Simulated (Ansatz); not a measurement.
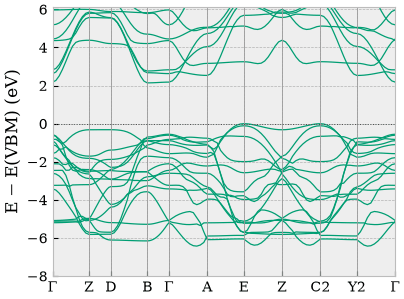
*Band structure from LDA in the plane-wave PAW code Ansatz*

### Question
Read off the gap and where the band edges lie.

### Answer
About 2.1 eV (2.14 eV by a search for the band edges); maximum at E, minimum at B.

The material is Ta2O5 in space group Cmmm (No. 65; Ta on 4i, O on 4j, O on 4i, O on 2a).

The workflow started from a Materials Project entry (that database holds measured and hypothetical structures alike); the Crystallography Open Database copy checked does not list it. COD files the formula under space group No. 49, so this cell is another polymorph or a model. Its standing as an ambient phase is unchecked. Symmetry was held in the LDA relaxation; of distortions, only those at the zone centre were tested. The run is not spin-polarised. Scalar-relativistic: spin–orbit coupling is off unless named, which matters more the heavier the elements.

Potentials: the later of the program's two PAW sets.
